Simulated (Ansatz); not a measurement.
Take BAs in the zinc blende structure (space group F-43m, No. 216; a = 4.809 Å) as the base.

It is then changed as follows: N takes the place of As on all its sites, then cell and atoms are relaxed.

All numbers come from PBE, PAW, 420 eV (Ansatz, a quantum-chemistry and plane-wave program; no SOC), earlier PAW set.

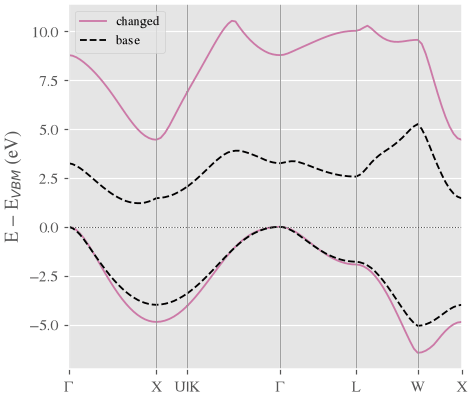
Fig. 1. Highest valence and lowest conduction band along the path, each from its own valence-band maximum

The gap is 4.46 eV, indirect, Γ → X; the base has 1.21 eV.

Stability against distortions was not tested.
